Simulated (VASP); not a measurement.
Band structure of Sn (beta). Level of theory: revPBE GGA, VASP's PBE PAW potentials (set 64) (plane waves; VASP 6.6.1).

Unless said otherwise, spin-orbit coupling is left out, though it shifts the bands of the heavy elements here.

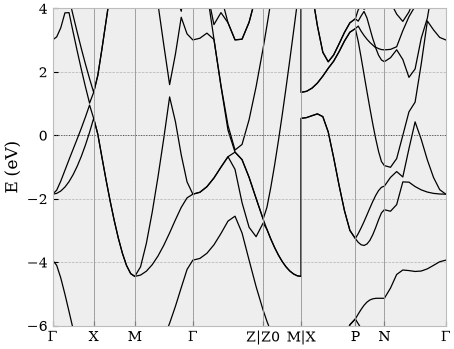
*Bands along high-symmetry lines, zero at the valence-band maximum or, without a gap, the Fermi level*

Task: Read the plot: is there a gap, and where are the band edges?

Result: It has no gap at this level: it comes out as a metal or semimetal. (Edges off the drawn lines would not show.)

The compound is Sn in the beta structure. It was relaxed first, which changed the volume by +7 %.
